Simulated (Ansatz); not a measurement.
**Run report: GeSiH₄Cl₄O, frequency calculation**

- system: GeSiH₄Cl₄O
- method: RHF/def2-SVP (Ansatz 0.2.0)

It belongs to a series of runs on one base structure; here: vibrations at the highest image of the band. Figures and captions count atoms from 1; the log counts them from 0 in places.

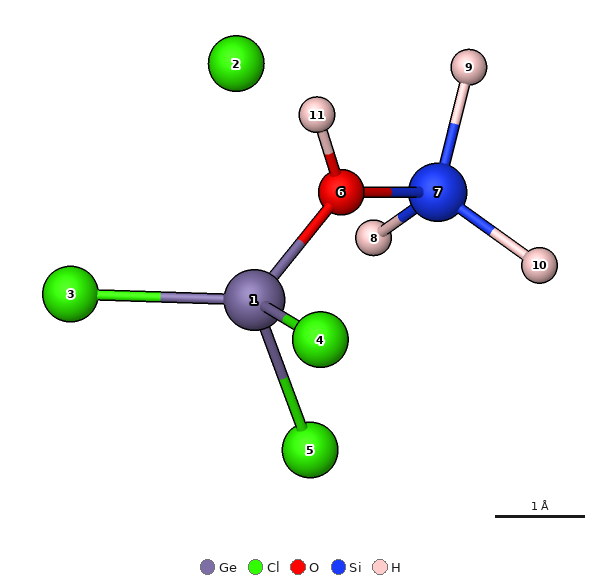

Figure 1. The structure (ball-and-stick view, seen at a tilt; atoms are numbered from 1 in the order of the input). Sticks mark near contacts. Bond lengths as drawn: Cl–Ge 2.11 to 2.17 Å, Ge–O 1.85 Å, H–O 1.07 Å, H–Si 1.47 Å and O–Si 1.74 Å.

**Input**
```yaml
crystal:
  periodic: [false, false, false]
  atoms:
    - { symbol: Ge, position_ang: [-0.198536, 0.063122, -0.295812] }
    - { symbol: Cl, position_ang: [-0.420596, 1.039138, 2.35202] }
    - { symbol: Cl, position_ang: [1.506241, -0.9919, 0.361706] }
    - { symbol: Cl, position_ang: [-0.008144, 2.077912, -0.893182] }
    - { symbol: Cl, position_ang: [-0.738444, -0.953601, -2.134973] }
    - { symbol: O, position_ang: [-1.773521, -0.365362, 0.566358] }
    - { symbol: Si, position_ang: [-3.249861, -1.210388, 0.217212] }
    - { symbol: H, position_ang: [-2.905878, -2.601217, -0.095855] }
    - { symbol: H, position_ang: [-4.008245, -1.089918, 1.469491] }
    - { symbol: H, position_ang: [-3.904215, -0.521289, -0.900268] }
    - { symbol: H, position_ang: [-1.562901, 0.120704, 1.500704] }
basis:
  gaussian: { orbitals: def2-SVP }
hamiltonian:
  xc: hf
phonons: {}
```

Run on 4 threads of Arm Neoverse V2, 24 GiB of memory available, shared host.

Run as:
```bash
ansatz run input.yaml --threads 4 --pin off --max-ram 5120MiB --backend cpu --events-out ev --progress --plain --runs-dir out
```

**Log**
```
Engine: ansatz 0.2.0, aarch64-unknown-linux-gnu
Functional definition: HF
  exchange = exact_x
  correlation = 0
1542 factors; integrals over basis functions are off by at most 5.5e-4 eV
mean field evaluation 1: about -116424.8127 eV, gradient 3.5e1 eV
mean field evaluation 2: about -116424.8699 eV, gradient 3.5e1 eV
mean field evaluation 4: about -116428.1097 eV, gradient 3.2e0 eV
mean field evaluation 8: about -116428.1462 eV, gradient 2.3e-4 eV
mean field -116428.14615447 eV, -4278.6554533447 hartree, gradient 3.0e-5 eV, S^2 0.000000; 0 other end points of the search recorded, 0 dependent functions left out
the calculation of the forces begins
reference -116428.14615447 eV, -4278.6554533447 hartree; 63, 63 occupied and 93, 93 virtual orbitals, 1542 factors
these checks for a lower state are left out or cut short: stability, starts, cluster_reference, orbital_swaps, neighbouring_geometries, increment
1542 factors; integrals over basis functions are off by at most 5.5e-4 eV
mean field evaluation 16: about -116428.1461 eV, gradient 9.9e-7 eV
mean field -116428.14605643 eV, -4278.6554497418 hartree, gradient 5.9e-6 eV, S^2 0.000000; 0 other end points of the search recorded, 0 dependent functions left out
[... from here on the field's lines of each further geometry are left out, up to the last ...]
the calculation of the forces begins
reference -116428.14608588 eV, -4278.6554508242 hartree; 63, 63 occupied and 93, 93 virtual orbitals, 1542 factors
these checks for a lower state are left out or cut short: stability, starts, cluster_reference, orbital_swaps, neighbouring_geometries, increment
1542 factors; integrals over basis functions are off by at most 5.5e-4 eV
mean field -116428.14615011 eV, -4278.6554531846 hartree, gradient 5.3e-6 eV, S^2 0.000000; 0 other end points of the search recorded, 0 dependent functions left out
the calculation of the forces begins
reference -116428.14615011 eV, -4278.6554531846 hartree; 63, 63 occupied and 93, 93 virtual orbitals, 1542 factors
WARN: phonons: modes at or below zero, which the zero-point energy, F, S and C_V leave out: 1, the lowest at -311.85 cm⁻¹. A minimum has none, and a first-order saddle one
Total energy: -116428.14615447 eV, -4278.6554533447 hartree
Atom 0 at    -0.198536     0.063122    -0.295812 Å, force    -0.001299    -0.004815    -0.004025 eV/Å
Atom 1 at    -0.420596     1.039138     2.352020 Å, force     0.001348    -0.000820     0.005877 eV/Å
Atom 2 at     1.506241    -0.991900     0.361706 Å, force    -0.000762     0.001281    -0.000141 eV/Å
Atom 3 at    -0.008144     2.077912    -0.893182 Å, force    -0.001314    -0.002653     0.000165 eV/Å
Atom 4 at    -0.738444    -0.953601    -2.134973 Å, force     0.000154     0.003459     0.002941 eV/Å
Atom 5 at    -1.773521    -0.365362     0.566358 Å, force    -0.013583     0.003032     0.009396 eV/Å
Atom 6 at    -3.249861    -1.210388     0.217212 Å, force     0.011079     0.005799    -0.002028 eV/Å
Atom 7 at    -2.905878    -2.601217    -0.095855 Å, force     0.000684    -0.002229     0.000979 eV/Å
Atom 8 at    -4.008245    -1.089918     1.469491 Å, force    -0.001579     0.000460     0.000441 eV/Å
Atom 9 at    -3.904215    -0.521289    -0.900268 Å, force     0.000146    -0.001980    -0.000637 eV/Å
Atom 10 at    -1.562901     0.120704     1.500704 Å, force     0.005125    -0.001534    -0.012967 eV/Å
Dipole moment:    -0.818300    -0.596620    -0.482142 e Å
Vibrations: -311.85 38.96 105.54 107.19 130.37 145.96 167.29 182.94 205.51 207.06 263.27 418.41 433.61 512.07 544.03 727.50 759.66 797.20 956.49 960.12 1033.56 1037.72 1137.41 2000.16 2413.68 2423.18 2427.66 cm⁻¹, zero-point energy 1.248307 eV
```

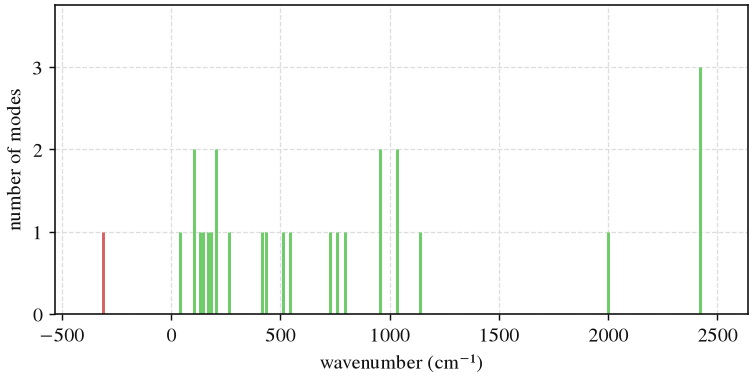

Figure 2. Harmonic vibrational wavenumbers from the force constants; neighbouring modes closer than 12 cm⁻¹ are counted in one stick, and imaginary ones are drawn at negative wavenumbers. 27 modes from 312i to 2428 cm⁻¹, 1 imaginary beyond 8i (312i cm⁻¹): a first-order saddle point, if the geometry is stationary.

**Key numbers**

- outcome: converged
- total energy: −116428.1462 eV
- mean-field energy: −116428.1462 eV
- largest force (length of the vector): 0.017 eV/Å
- wall time: 2.1 min (CPU time 7.9 min)
- peak memory: 0.5 GiB
